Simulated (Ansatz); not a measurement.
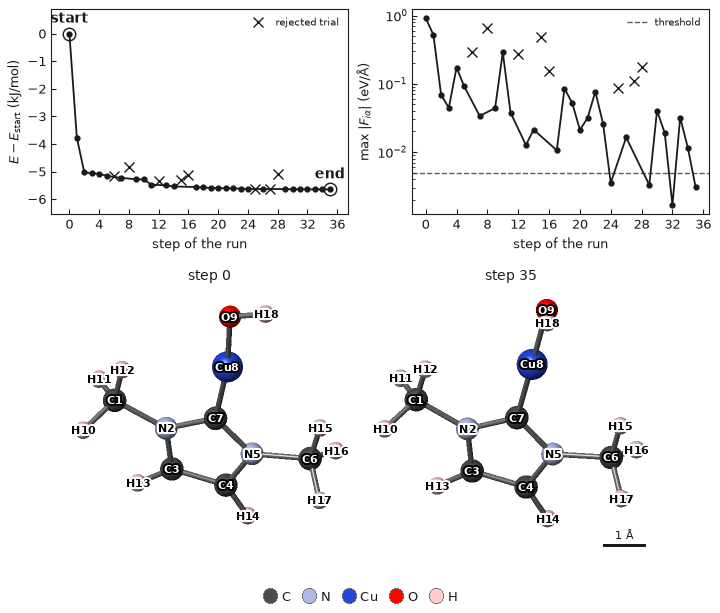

First and last geometry of a relaxation of C₅H₉CuN₂O, with the history of the run. Style: ball-and-stick. Shown from a free direction.

The start comes from GFN2-xTB.

Theory: RKS PBE0-D4/def2-TZVP in Ansatz 0.2.0. Set-up: force threshold 0.005 eV/Å; at most 150 steps.

### What do the curves and the structures tell?

It converged. Over 27 accepted moves (35 points after the start) the energy falls by 5.64 kJ/mol. The largest force component goes from 0.92 to 0.0031 eV/Å. The line search rejected the trial steps at points 6, 8, 12, 15, 16, 25, 27, 28 of the run. The forces were under the threshold at step 24, but the run went on from there. The atom that moves furthest after the best rigid fit is H18 (0.60 Å). Largest moves by element: H 0.60 Å, O 0.44 Å, Cu 0.13 Å, C 0.05 Å, N 0.03 Å. Among the contacts that change: Cu8–O9 1.736 → 1.793 Å, C7–Cu8 1.862 → 1.873 Å, C1–N2 1.436 → 1.444 Å, C3–H13 1.070 → 1.077 Å. Bond angles that change, for instance: C7–Cu8–O9 173.0° → 176.2°, N2–C7–Cu8 125.7° → 127.9°.
